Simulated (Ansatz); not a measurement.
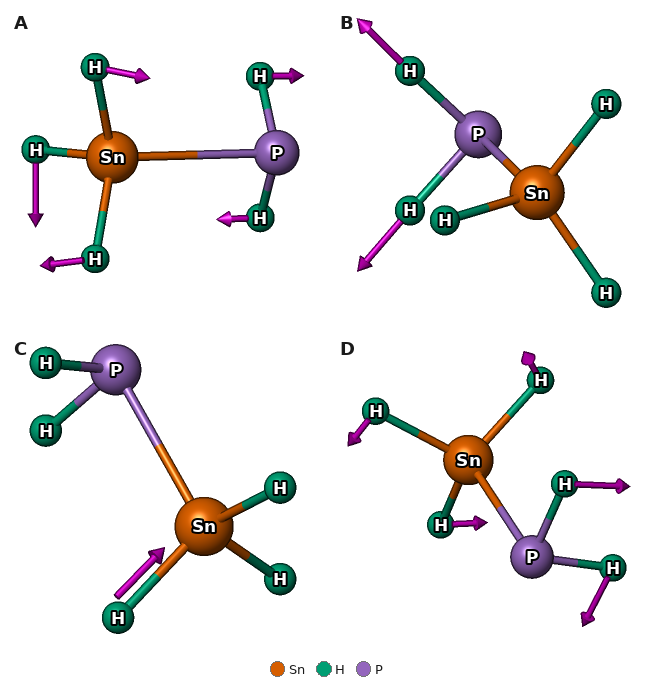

4 normal modes of one molecule or complex, as arrows. Harmonic vibrations computed with RKS PBE0-D4/def2-TZVP, core potentials on Sn (Ansatz 0.2.0) at a stationary point of the same level.

Match the panels to the wavenumbers 112 cm⁻¹, 733 cm⁻¹, 1935 cm⁻¹, 2401 cm⁻¹.

Answer. A: 733 cm⁻¹, H–Sn–H bending
B: 2401 cm⁻¹, in-phase stretching of 2 P–H bonds
C: 1935 cm⁻¹, Sn–H stretching
D: 112 cm⁻¹, a torsion or out-of-plane motion in which bond lengths and bond angles hardly change
